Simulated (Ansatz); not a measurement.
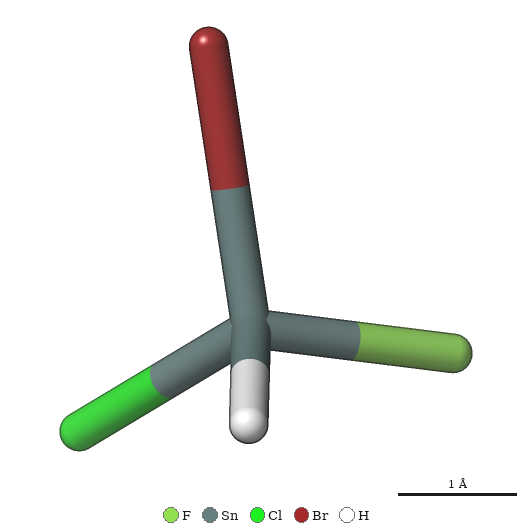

The picture shows a molecular structure as a stick model.

Count the atoms of each element.

Answer. BrClFHSn, 5 atoms: 1 bromine, 1 chlorine, 1 fluorine, 1 hydrogen and 1 tin.

Count the bonded pairs by element.

Answer. 1 F–Sn, 1 Cl–Sn, 1 Br–Sn, 1 Sn–H.

How many sets of symmetry-equivalent atoms are there?

Answer. 5: 1 F, 1 Sn, 1 Cl, 1 Br, 1 H.

Give the symmetry (Schoenflies symbol).

Answer. C1.

The parts below concern this one geometry. Atoms keep their numbers from picture to picture. The geometry was computed by an optimisation with PBE0-D4/def2-TZVP.

## Charges

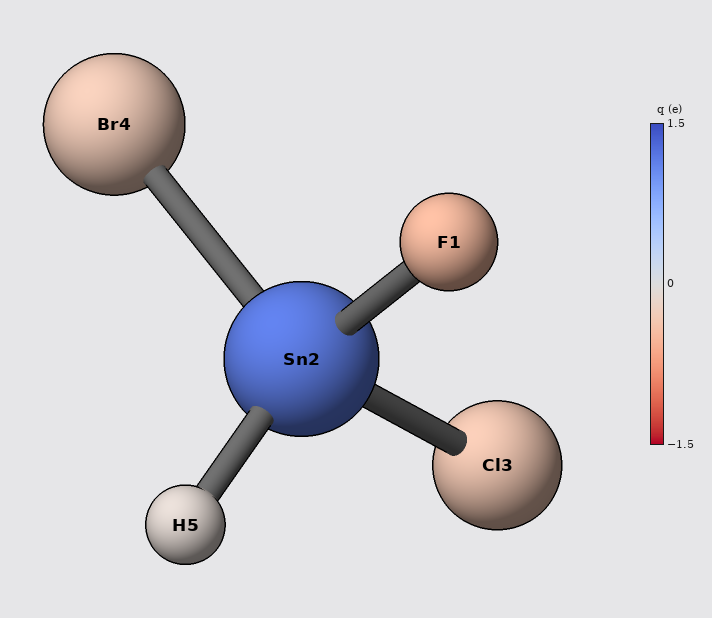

Atoms are coloured by their Mulliken charges. Method: RKS B3LYP-D4/def2-TZVPP, core potentials on Sn (Ansatz 0.2.0).

Which atom carries the highest charge (most positive or least negative)?

Answer. Sn2 (1.14 e).

And the lowest?

Answer. F1 (−0.46 e).

Give the Mulliken charges atom by atom.

| atom | value (e) |
| --- | --- |
| F1 | −0.46 |
| Sn2 | 1.14 |
| Cl3 | −0.33 |
| Br4 | −0.28 |
| H5 | −0.08 |

## Levels of theory compared

Program: Ansatz 0.2.0.

Compare HOMO–LUMO gap (eV), HOMO energy (eV) at these levels: B97M-V/def2-TZVPP; CAM-B3LYP-D4/def2-TZVPP; PBE-D4/def2-TZVPP; PBE0-D4/def2-TZVPP; r2SCAN0-D4/def2-TZVPP; ωB97M-V/def2-TZVPP; ωB97X-V/def2-TZVPP.

```csv
level,HOMO–LUMO gap (eV),HOMO energy (eV)
B97M-V/def2-TZVPP,5.26,−8.20
CAM-B3LYP-D4/def2-TZVPP,9.09,−10.42
PBE-D4/def2-TZVPP,4.55,−7.77
PBE0-D4/def2-TZVPP,6.78,−9.09
r2SCAN0-D4/def2-TZVPP,7.13,−9.33
ωB97M-V/def2-TZVPP,11.01,−11.31
ωB97X-V/def2-TZVPP,11.28,−11.46
```

## Dipole moment

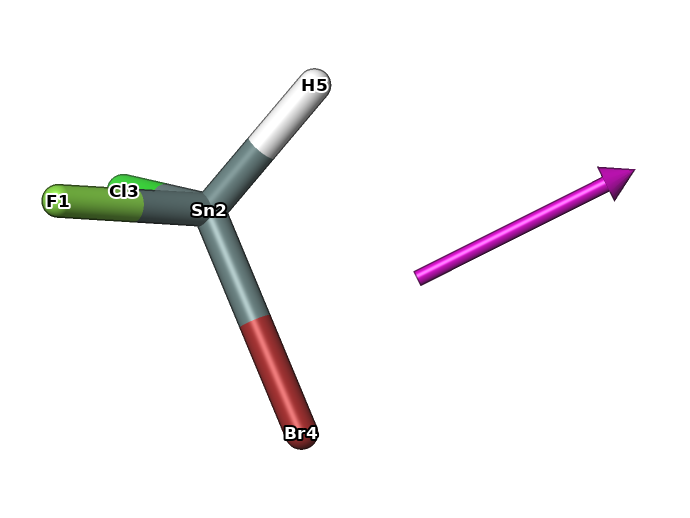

The arrow beside the molecule shows the direction of the dipole moment, from the negative to the positive end (its length means nothing). Properties computed with RKS ωB97M-V/def2-TZVPP, core potentials on Sn (Ansatz 0.2.0).

How large is the dipole moment?

Answer. 2.42 D; it points from the side of F1 to the side of H5 (the outermost atoms at the two ends).

Mulliken values depend strongly on the basis set and can even reverse the polarity of a bond.
